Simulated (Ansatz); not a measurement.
Molecular dynamics, with input and output: BNH3OF (part 4 of 4)

The same run, continued: BNH3OF; RKS PBE0/def2-SVP (Ansatz 0.2.0). It belongs to a series of runs on one base structure; here: dynamics from the start.

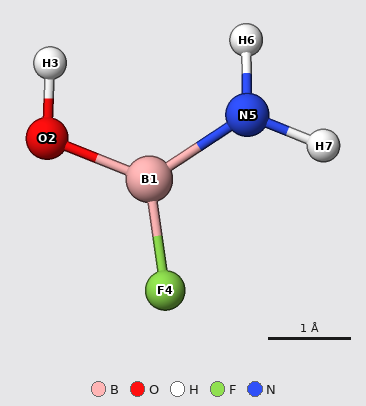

*The geometry at step 130 of the log (ball-and-stick view, seen at a tilt; atoms are numbered from 1 in the order of the input).*

### Trajectory as extended XYZ, continued
```
7
Properties=species:S:1:pos:R:3:forces:R:3 step=107 time_fs=107.0 energy=-6970.41324 temperature=271.2
B    -0.1035    0.0752    0.0130    0.7448   0.4275  -2.6795
O    -0.0275   -0.2574    1.2558   -0.6943  -0.4704   4.6733
H    -0.8837   -0.1604    1.7251    0.9998  -0.3521  -0.4020
F     1.0343    0.4046   -0.5865    0.5150   0.2767  -0.5157
N    -1.2854    0.0143   -0.6917   -1.2351   0.0403  -0.6231
H    -2.0632   -0.4613   -0.2683   -0.3505  -0.0352  -0.1124
H    -1.3845    0.1696   -1.6765    0.0202   0.1133  -0.3405
7
Properties=species:S:1:pos:R:3:forces:R:3 step=109 time_fs=109.0 energy=-6970.34772 temperature=172.3
B    -0.1037    0.0780    0.0272    0.8627   0.6764  -3.9859
O    -0.0339   -0.2612    1.2547   -0.8962  -0.5475   5.6192
H    -0.8953   -0.1456    1.7288    1.3387  -0.4320  -0.5896
F     1.0415    0.4070   -0.5958   -0.0421   0.1166  -0.0981
N    -1.2893    0.0147   -0.6865   -0.4424   0.5326  -1.3828
H    -2.0539   -0.4771   -0.2913   -0.8825  -0.3928   0.2034
H    -1.3621    0.1517   -1.6888    0.0617   0.0467   0.2338
7
Properties=species:S:1:pos:R:3:forces:R:3 step=112 time_fs=112.0 energy=-6970.44788 temperature=334.1
B    -0.0982    0.0863    0.0233    0.7299   0.1011  -2.5735
O    -0.0453   -0.2695    1.2762    2.3301  -0.4450   2.0203
H    -0.8513   -0.1491    1.7111   -1.8909   0.0095   1.1937
F     1.0520    0.4109   -0.6101   -0.4869   0.0091   0.2290
N    -1.2981    0.0174   -0.6852   -1.0069  -0.1165  -0.7364
H    -2.0871   -0.5192   -0.3180    0.3746   0.3663  -0.2486
H    -1.3254    0.1286   -1.6919   -0.0499   0.0755   0.1154
7
Properties=species:S:1:pos:R:3:forces:R:3 step=114 time_fs=114.0 energy=-6970.54440 temperature=473.8
B    -0.0913    0.0926    0.0084    0.2248  -0.5152  -0.5809
O    -0.0480   -0.2764    1.2985    1.1621   0.2189   0.8394
H    -0.8786   -0.1551    1.7373   -0.6161  -0.1175   0.3536
F     1.0579    0.4136   -0.6191   -0.5459  -0.0007   0.2635
N    -1.3070    0.0192   -0.6874   -0.7386  -0.2326  -0.2799
H    -2.1017   -0.5362   -0.3436    0.6617   0.5219  -0.2329
H    -1.3025    0.1164   -1.6872   -0.1481   0.1251  -0.3628
7
Properties=species:S:1:pos:R:3:forces:R:3 step=117 time_fs=117.0 energy=-6970.46802 temperature=357.9
B    -0.0802    0.0981   -0.0161   -0.6963  -1.1825   1.7496
O    -0.0484   -0.2851    1.3356   -0.9304   1.0048  -0.2348
H    -0.9348   -0.1762    1.7855    1.6391  -0.3035  -1.0057
F     1.0647    0.4177   -0.6317   -0.5187  -0.0032   0.2472
N    -1.3226    0.0216   -0.6928    1.2612   0.7433  -1.1413
H    -2.0902   -0.5345   -0.3914   -0.5120  -0.3599   0.4053
H    -1.2794    0.1069   -1.7018   -0.2429   0.1009  -0.0204
7
Properties=species:S:1:pos:R:3:forces:R:3 step=119 time_fs=119.0 energy=-6970.43491 temperature=291.6
B    -0.0754    0.0968   -0.0258   -0.9970  -1.3539   2.4967
O    -0.0505   -0.2882    1.3599    0.6459   1.0155  -2.0541
H    -0.9121   -0.2032    1.7796    0.0484  -0.0865  -0.2118
F     1.0678    0.4203   -0.6394   -0.5908  -0.0455   0.3215
N    -1.3298    0.0251   -0.6997    1.5662   0.6918  -1.2275
H    -2.0963   -0.5427   -0.4092   -0.4039  -0.2992   0.3952
H    -1.2751    0.1056   -1.7159   -0.2689   0.0777   0.2801
7
Properties=species:S:1:pos:R:3:forces:R:3 step=122 time_fs=122.0 energy=-6970.37291 temperature=213.0
B    -0.0747    0.0860   -0.0239   -0.8938  -1.1398   2.4130
O    -0.0488   -0.2883    1.3857    1.7824   1.0108  -3.3240
H    -0.9046   -0.2484    1.7701   -1.1866  -0.0067   0.3798
F     1.0702    0.4241   -0.6497   -0.9269  -0.2118   0.6339
N    -1.3335    0.0329   -0.7154    0.6187  -0.3731   0.1441
H    -2.1188   -0.5645   -0.4138    0.7766   0.6143  -0.0961
H    -1.2870    0.1096   -1.7224   -0.1703   0.1065  -0.1508
7
Properties=species:S:1:pos:R:3:forces:R:3 step=125 time_fs=125.0 energy=-6970.39642 temperature=250.6
B    -0.0809    0.0664   -0.0034   -0.3990  -0.4667   1.1628
O    -0.0396   -0.2831    1.3948   -1.3581   0.8386  -1.8932
H    -0.9663   -0.2940    1.7797    1.8101  -0.0183  -0.8547
F     1.0683    0.4269   -0.6569   -1.3702  -0.4595   1.0873
N    -1.3322    0.0394   -0.7308    1.4174  -0.0367   0.4672
H    -2.0924   -0.5464   -0.4204   -0.1272   0.0303   0.1365
H    -1.3128    0.1226   -1.7374    0.0271   0.1123  -0.1058
7
Properties=species:S:1:pos:R:3:forces:R:3 step=127 time_fs=127.0 energy=-6970.45241 temperature=331.4
B    -0.0871    0.0510    0.0161    0.0765   0.1036  -0.0376
O    -0.0360   -0.2770    1.3944   -0.5153   0.6164  -1.9620
H    -0.9437   -0.3264    1.7546    0.7864  -0.0130  -0.2829
F     1.0636    0.4276   -0.6592   -1.5772  -0.6138   1.3718
N    -1.3270    0.0433   -0.7395    1.8913   0.2484   0.2893
H    -2.0737   -0.5279   -0.4203   -0.8307  -0.4118   0.3138
H    -1.3299    0.1365   -1.7531    0.1690   0.0702   0.3075
7
Properties=species:S:1:pos:R:3:forces:R:3 step=130 time_fs=130.0 energy=-6970.44733 temperature=327.8
B    -0.0954    0.0290    0.0436    0.6362   0.9283  -1.9430
O    -0.0307   -0.2650    1.3846    1.7350   0.4586  -1.8579
H    -0.8927   -0.3788    1.7143   -1.7046  -0.3000   0.9090
F     1.0507    0.4263   -0.6572   -1.5606  -0.7354   1.5911
N    -1.3107    0.0495   -0.7502    0.3656  -0.8551   1.4513
H    -2.0911   -0.5183   -0.4052    0.2187   0.4583  -0.2992
H    -1.3421    0.1623   -1.7566    0.3097   0.0452   0.1487
7
Properties=species:S:1:pos:R:3:forces:R:3 step=132 time_fs=132.0 energy=-6970.47696 temperature=357.4
B    -0.0984    0.0181    0.0543    0.6831   1.3116  -2.8887
O    -0.0234   -0.2558    1.3728   -0.5077  -0.2012   0.0479
H    -0.9153   -0.4235    1.7199    0.5453   0.0571   0.0288
F     1.0381    0.4237   -0.6519   -1.2840  -0.7069   1.5187
N    -1.2977    0.0513   -0.7530   -0.2732  -1.1664   1.8953
H    -2.1015   -0.4973   -0.4045    0.4963   0.6427  -0.4526
H    -1.3362    0.1817   -1.7501    0.3403   0.0632  -0.1494
7
Properties=species:S:1:pos:R:3:forces:R:3 step=135 time_fs=135.0 energy=-6970.53504 temperature=466.5
B    -0.0986    0.0106    0.0511    0.4594   1.3822  -2.8220
O    -0.0153   -0.2432    1.3560   -1.1638  -0.7461   1.3021
H    -0.9004   -0.4827    1.7249    1.2594   0.3358  -0.3384
F     1.0147    0.4171   -0.6384   -0.4461  -0.4625   1.0175
N    -1.2791    0.0487   -0.7484    0.2702  -0.3571   0.5537
H    -2.0952   -0.4293   -0.4292   -0.7167  -0.1624   0.1197
H    -1.3029    0.2150   -1.7471    0.3375   0.0101   0.1674
7
Properties=species:S:1:pos:R:3:forces:R:3 step=137 time_fs=137.0 energy=-6970.59660 temperature=551.1
B    -0.0965    0.0117    0.0364    0.1469   1.0175  -1.4674
O    -0.0131   -0.2369    1.3482    1.0882  -0.1162   0.2280
H    -0.8349   -0.5080    1.7145   -0.9993  -0.3102   0.6173
F     0.9978    0.4115   -0.6267    0.4590  -0.1360   0.3879
N    -1.2662    0.0452   -0.7427   -0.2327  -0.2389  -0.2580
H    -2.1144   -0.3848   -0.4449   -0.6987  -0.1794   0.2009
H    -1.2648    0.2380   -1.7401    0.2365  -0.0369   0.2914
7
Properties=species:S:1:pos:R:3:forces:R:3 step=140 time_fs=140.0 energy=-6970.55486 temperature=476.3
B    -0.0933    0.0193    0.0071   -0.8047   0.0514   1.4930
O    -0.0052   -0.2278    1.3375    0.4214  -0.3129   0.2663
H    -0.8013   -0.5688    1.7395   -0.2279  -0.0026   0.0634
F     0.9750    0.4029   -0.6083    2.2803   0.5583  -0.8738
N    -1.2500    0.0382   -0.7355   -2.4484  -0.6705  -0.6123
H    -2.1735   -0.3228   -0.4593    0.8323   0.3797  -0.1634
H    -1.1932    0.2705   -1.7144   -0.0531  -0.0034  -0.1733
7
Properties=species:S:1:pos:R:3:forces:R:3 step=142 time_fs=142.0 energy=-6970.42172 temperature=292.8
B    -0.0942    0.0251   -0.0075   -1.4297  -0.5063   2.9697
O     0.0021   -0.2223    1.3309   -1.1997  -1.0924   1.1471
H    -0.8047   -0.6155    1.7673    1.4398   0.8416  -0.9715
F     0.9650    0.3983   -0.5978    3.2988   0.9560  -1.5858
N    -1.2465    0.0316   -0.7327   -2.3667  -0.3498  -1.2980
H    -2.1852   -0.2675   -0.4738    0.5205   0.1788  -0.0287
H    -1.1463    0.2915   -1.7016   -0.2631  -0.0279  -0.2327
7
Properties=species:S:1:pos:R:3:forces:R:3 step=145 time_fs=145.0 energy=-6970.41204 temperature=255.4
B    -0.1049    0.0304   -0.0093   -1.2158  -0.6112   3.2335
O     0.0091   -0.2185    1.3254    0.5466  -0.1765   0.2078
H    -0.7300   -0.6347    1.7523   -0.4843  -0.0994   0.1145
F     0.9625    0.3951   -0.5882    3.2905   1.0103  -1.7762
N    -1.2517    0.0203   -0.7361   -0.6227   0.2617  -2.1843
H    -2.1855   -0.1773   -0.4925   -1.0081  -0.2327   0.3631
H    -1.0971    0.3195   -1.6950   -0.5061  -0.1522   0.0416
7
Properties=species:S:1:pos:R:3:forces:R:3 step=147 time_fs=147.0 energy=-6970.45982 temperature=346.1
B    -0.1175    0.0313    0.0037   -0.3984  -0.2164   2.0029
O     0.0146   -0.2169    1.3227    1.6191   0.4758  -0.1129
H    -0.6894   -0.6457    1.7404   -1.7142  -0.8593   0.9318
F     0.9692    0.3955   -0.5862    2.2798   0.7083  -1.3241
N    -1.2585    0.0133   -0.7453   -1.2126   0.0365  -1.4507
H    -2.2202   -0.1252   -0.4910   -0.0665  -0.0406   0.0875
H    -1.0870    0.3319   -1.6912   -0.5073  -0.1043  -0.1345
7
Properties=species:S:1:pos:R:3:forces:R:3 step=150 time_fs=150.0 energy=-6970.52387 temperature=450.4
B    -0.1384    0.0319    0.0340    0.5848   0.5377  -1.0264
O     0.0277   -0.2140    1.3205   -1.2356  -1.4711   2.6444
H    -0.7125   -0.6993    1.7653    1.0474   0.8827  -0.6838
F     0.9870    0.3986   -0.5878    0.4352   0.1640  -0.3855
N    -1.2753    0.0030   -0.7656   -1.4550  -0.1125  -0.0085
H    -2.2643   -0.0498   -0.4864    0.9512   0.0024  -0.2239
H    -1.1062    0.3444   -1.6979   -0.3280  -0.0032  -0.3162
```

The run was set up as follows.

### Input file
```yaml
crystal:
  periodic: [false, false, false]
  atoms:
    - { symbol: B, position_ang: [-0.107385, 0.052401, 0.011514] }
    - { symbol: O, position_ang: [0.001399, -0.239249, 1.336468] }
    - { symbol: H, position_ang: [-0.82682, -0.492747, 1.74932] }
    - { symbol: F, position_ang: [1.021013, 0.413066, -0.609604] }
    - { symbol: "N", position_ang: [-1.29761, 0.004007, -0.741574] }
    - { symbol: H, position_ang: [-2.202767, -0.254569, -0.379195] }
    - { symbol: H, position_ang: [-1.29913, 0.23569, -1.724829] }
basis:
  gaussian: { orbitals: def2-SVP }
hamiltonian:
  xc: pbe0
md:
  timestep: 1.0
  n_steps: 150
  ensemble: nve_milne
  temperature: 700.0
  initial_velocities: maxwell_boltzmann
  seed: 519892
```

Launched with:
```bash
ansatz run input.yaml --threads 1 --pin off --max-ram 2048MiB --backend cpu --events-out ev --progress --plain --runs-dir out
```

### Key numbers

- outcome: finished
- mean temperature over the second half: 359 K
- trajectory: 150 steps, 150 fs
- ensemble: nve_milne
- temperature in the input: 700.0 K
- time step: 1.0 fs
- potential energy (last step): −6970.5239 eV
- mean-field energy (last step): −6970.5239 eV
- largest force (length of the vector) (last step): 3.269 eV/Å
- hardware: 1 thread of Arm Neoverse V1, 24 GiB of memory available, shared host
- wall time: 4.9 min
- peak memory: 0.12 GiB

### Remarks

So short a trajectory is not equilibrated.
